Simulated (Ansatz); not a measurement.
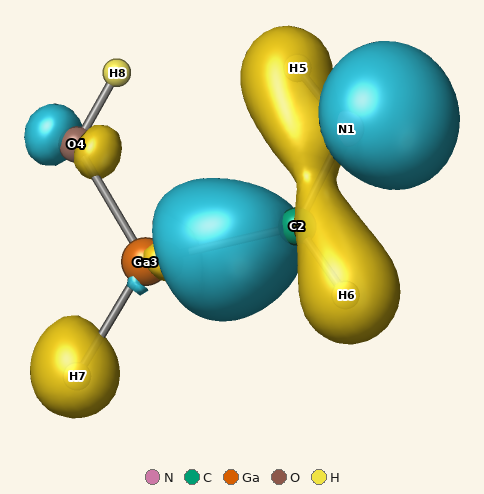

The picture shows: CH$_{4}$GaNO (SMILES N=[CH][GaH][OH]). One frontier orbital at ±0.15 Å⁻³ᐟ² (yellow and cyan are the two phases), seen at a tilt.

Geometry: PBE0-D4/def2-TZVP.

Method: RKS PBE0-D4/def2-TZVPP in Ansatz 0.2.0.

```csv
atom,x (Å),y (Å),z (Å)
N,-1.6170,-0.8780,-0.1028
C,-1.1545,0.3032,-0.1553
Ga,0.7694,0.8012,0.0197
O,1.9086,-0.5626,0.2188
H,-0.8795,-1.5719,0.0417
H,-1.9043,1.0892,-0.3083
H,1.4398,2.2054,0.0138
H,1.5298,-1.4435,0.2167
```

Q: Which orbital is it: HOMO or LUMO?

A: The HOMO, at −7.07 eV. It lies mainly on N1 (about 45 %), C2 (about 20 %), Ga3 (about 15 %) and H6 (about 5 %); it is symmetric in the molecular plane (an in-plane orbital: σ, lone-pair or in-plane π type).
